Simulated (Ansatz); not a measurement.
# SiH2Br− (SMILES [SiH2-]Br) at 6 levels

Wanted: a comparison of 6 runs (PBE0/STO-3G, wB97M-V/STO-3G, wB97X/STO-3G, CCSDT/STO-3G, CCSD(T)/STO-3G, UCCSD(T)/STO-3G) of SiH2Br−. 

The results are computed with Ansatz 0.2.0.

4 further runs of the same task are left out: 2 that didn't finish, 2 set aside as unsound or not needed.

## Step 1: The molecule

The species is SiH2Br− (4 atoms), meant as a singlet with charge -1. As SMILES, `[SiH2-]Br`. The H3–Si1 distance was set to 3.741 Å, away from the relaxed value. At this shape a bond of the SMILES string is far longer than usual.

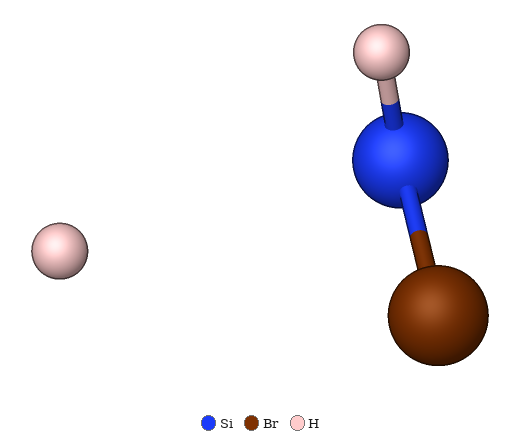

The structure, seen from a chosen angle (silicon blue, bromine brown, hydrogen pink).

## Step 2: A single-point energy at PBE0/STO-3G (run 1)

The input, in.yaml:

```yaml
crystal:
  periodic: [false, false, false]
  atoms:
    - {symbol: Si, position_ang: [1.334973, -0.062536, -2.240635]}
    - {symbol: Br, position_ang: [3.214643, 0.009114, -0.710155]}
    - {symbol: H, position_ang: [-1.209900, -0.529990, 0.461390]}
    - {symbol: H, position_ang: [1.241083, 1.424834, -2.374285]}
basis:
  gaussian: {orbitals: STO-3G}
total_charge: -1
hamiltonian: {xc: pbe0}
accuracy: high
```

Started as:

```console
$ ansatz run in.yaml --threads 1 --pin off --max-ram 2610MiB --events-out events.jsonl --progress --plain --runs-dir runs
```

The log of the run:

```text
Warning: RAYON_NUM_THREADS=1 ignored (pool sized by the plan → 1); use --threads N
Functional definition: PBE0
  name "PBE0"
  parameter a = 0.25
  parameter kappa = 0.804
  parameter beta = 0.06672455060314922
  exchange = (1 - a)*pbe_x(kappa = kappa, mu = beta*pi^2/3) + a*exact_x
  correlation = pbe_c(beta = beta)
406 factors; integrals over basis functions are off by at most 1.2e-8 eV
mean field evaluation 1: about -77076.9034 eV, gradient 1.5e1 eV
mean field evaluation 2: about -77057.1957 eV, gradient 3.1e1 eV
mean field evaluation 4: about -77080.6020 eV, gradient 8.1e0 eV
mean field evaluation 8: about -77081.0298 eV, gradient 1.9e-1 eV
mean field evaluation 16: about -77081.0301 eV, gradient 8.6e-4 eV
mean field -77081.03005764 eV, -2832.6756072197 hartree, gradient 6.0e-8 eV, S^2 0.000000; 0 other end points of the search recorded, 0 dependent functions left out
reference -77081.03005915 eV, -2832.6756072750 hartree; 26, 26 occupied and 3, 3 virtual orbitals, 406 factors
Total energy: -77081.03005915 eV, -2832.6756072750 hartree
```

It took 1.4 s on 1 thread of Arm Neoverse V1, shared host; peak memory 0.096 GiB.

## Step 3: The energy at wB97M-V/STO-3G (run 2)

in.yaml, as its differences from that of step 2:

```diff
@@ -10,3 +10,3 @@
 total_charge: -1
-hamiltonian: {xc: pbe0}
+hamiltonian: {xc: {name: wB97M-V}}
 accuracy: high
```

Started as:

```console
$ ansatz run in.yaml --threads 1 --pin off --max-ram 2610MiB --events-out events.jsonl --progress --plain --runs-dir runs
```

The log of the run, cut to the lines that bear on the results:

```text
Warning: RAYON_NUM_THREADS=1 ignored (pool sized by the plan → 1); use --threads N
Functional definition: wB97M-V
  name "wB97M-V"
[...]
  gx(w, u) = 1 - cx + cx01*u + cx10*w
  gss(w, u) = css00 + css04*u^4 + css10*w + css20*w^2 + css43*w^4*u^3
  gos(w, u) = cos00 + cos10*w + (cos20 + cos21*u)*w^2 + (cos60 + cos61*u)*w^6
[...]
      + integral(e_c_pw_mod_opposite_spin*gos(b97_w_opposite, b97_u_opposite)) + vv10(b, c)
406 factors; integrals over basis functions are off by at most 1.2e-8 eV
134 factors; integrals over basis functions are off by at most 9.6e-10 eV
[...]
mean field -77092.85659414 eV, -2833.1102244198 hartree, gradient 6.3e-8 eV, S^2 0.000000; 0 other end points of the search recorded, 0 dependent functions left out
reference -77092.85659687 eV, -2833.1102245200 hartree; 26, 26 occupied and 3, 3 virtual orbitals, 406 factors
Total energy: -77092.85659687 eV, -2833.1102245200 hartree
```

It took 18 s on 1 thread of Arm Neoverse V1, shared host; peak memory 0.28 GiB.

Runs 3 to 5 aren't shown in full; the table further down has their settings and results.

## Step 4: A single-point energy at UCCSD(T)/STO-3G (run 6)

The input, job.yaml:

```yaml
crystal:
  periodic: [false, false, false]
  atoms:
    - {symbol: Si, position_ang: [1.334973, -0.062536, -2.240635]}
    - {symbol: Br, position_ang: [3.214643, 0.009114, -0.710155]}
    - {symbol: H, position_ang: [-1.209900, -0.529990, 0.461390]}
    - {symbol: H, position_ang: [1.241083, 1.424834, -2.374285]}
basis:
  gaussian: {orbitals: STO-3G}
scf: {omitted_lower_state_checks: [cluster_reference, increment]}
accuracy: high
correlation: {method: ccsd_t, frozen_orbitals: {Br: 9, H: 0, Si: 5}}
magnetization: {spin_polarized: true}
total_charge: -1
```

Started as:

```console
$ ansatz run job.yaml --threads 1 --pin off --max-ram 2610MiB --events-out events.jsonl --progress --plain --runs-dir runs
```

The log of the run:

```text
Warning: RAYON_NUM_THREADS=1 ignored (pool sized by the plan → 1); use --threads N
[... 14 lines left out ...]
14 core orbitals not correlated: weight in the atoms' cores, before any rotation towards them, 1.000 or more for the frozen orbitals, at most 0.000 for the correlated occupied ones
[... 53 lines left out ...]
Total energy: -77040.34937724 eV, -2831.1806197891 hartree
Checks for a lower state left out: cluster_reference, increment
```

It took 1.2 s on 1 thread of Arm Neoverse V1, shared host.

## Step 5: The series

```
run            level  frozen core orbitals   energy (Eh)  wall time
  1      PBE0/STO-3G                     –  -2832.675607      1.4 s
  2   wB97M-V/STO-3G                     –  -2833.110225       18 s
  3     wB97X/STO-3G                     –  -2833.047746        6 s
  4     CCSDT/STO-3G                    14  -2831.181443     0.77 s
  5   CCSD(T)/STO-3G                    14  -2831.210814     0.36 s
  6  UCCSD(T)/STO-3G                    14  -2831.180620      1.2 s
```

## Step 6: Results

```
                                           quantity           value
                                run 6: total energy  -2831.18062 Eh
run 6: correlation energy (14 core orbitals frozen)       -32.1 mEh
                              run 6: (T) correction       -0.20 mEh
           run 6: ⟨S²⟩ of the reference determinant           1.000
                               run 6: T1 diagnostic           0.006
```

Totals of different functionals can't be ranked against each other. In run 5 the T1 diagnostic is large, so a single reference may not serve. In runs 4, 5 the log says that unrestricted orbitals would lower the reference, so the values rest on an unstable closed-shell determinant (other closed-shell runs at this shape may share the fault). In runs 1, 2, 3, 4, 5, 6 the basis is minimal, so the values are rough. Spin contamination of the reference: run 6 ⟨S²⟩ = 1.00. Where it is this large, the reference is a mixture of spin states, and values that rest on it are in doubt. All runs together took 28 s, the longest 18 s.
